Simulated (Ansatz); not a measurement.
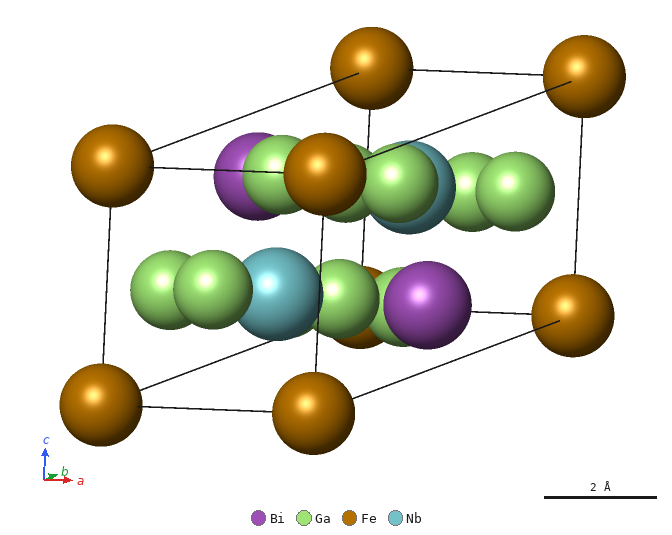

Structure drawing (spheres-only), viewed slightly off an axis. The frame is the simulation cell; atoms at its boundary are shown with their periodic copies.

```yaml
crystal:
  lattice:
    - [-3.03484, 3.04092, 0.00000]
    - [3.03484, 0.00000, 14.10769]
    - [3.03484, 3.04092, 0.00000]
  atoms:
    - { symbol: Bi, position: [0.20200, 0.40400, 0.79800] }
    - { symbol: Bi, position: [0.79800, 0.59600, 0.20200] }
    - { symbol: Ga, position: [0.25000, 0.50000, 0.25000] }
    - { symbol: Ga, position: [0.50000, 0.00000, 0.50000] }
    - { symbol: Fe, position: [0.00000, 0.00000, 0.00000] }
    - { symbol: Ga, position: [0.08800, 0.17600, 0.41200] }
    - { symbol: Ga, position: [0.41200, 0.82400, 0.08800] }
    - { symbol: Nb, position: [0.41200, 0.82400, 0.58800] }
    - { symbol: Nb, position: [0.58800, 0.17600, 0.41200] }
    - { symbol: Ga, position: [0.32400, 0.64800, 0.67600] }
    - { symbol: Ga, position: [0.67600, 0.35200, 0.32400] }
    - { symbol: Ga, position: [0.91200, 0.82400, 0.58800] }
    - { symbol: Ga, position: [0.58800, 0.17600, 0.91200] }
    - { symbol: Ga, position: [0.75000, 0.50000, 0.75000] }
```

Calculation details: DFT, PAW plane waves, r2SCAN (Ansatz 0.2.0); a 500 eV plane-wave basis, a 6×6×6 k-point mesh, Fermi-Dirac smearing of 0.021 eV, no spin polarisation (a spin-restricted run, not always the ground state). The pressure of the cell is 34 GPa.

Predict the Bader charges.

Nb -0.12 e; Ga -0.27 to +0.10 e; Fe +0.47 e; Bi -0.12 e.

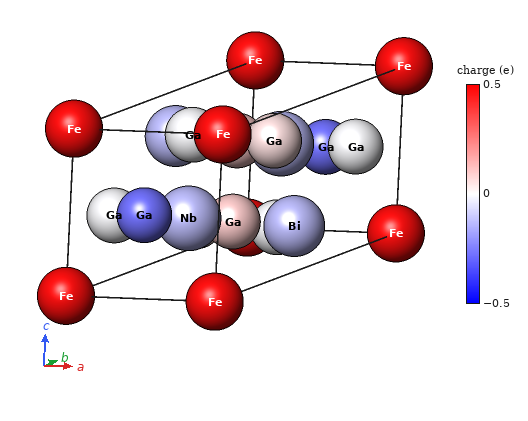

The atoms coloured by those charges.

Provenance: a generated cell, made by putting these elements into a known structure type (the compound may or may not exist in this form); not relaxed. It went into a calculation with Ansatz.

At this level of theory the cell isn't at rest (compressed, at 34 GPa and forces up to 5.0 eV/Å), so its distances can differ from those at equilibrium, the more so the softer the solid.
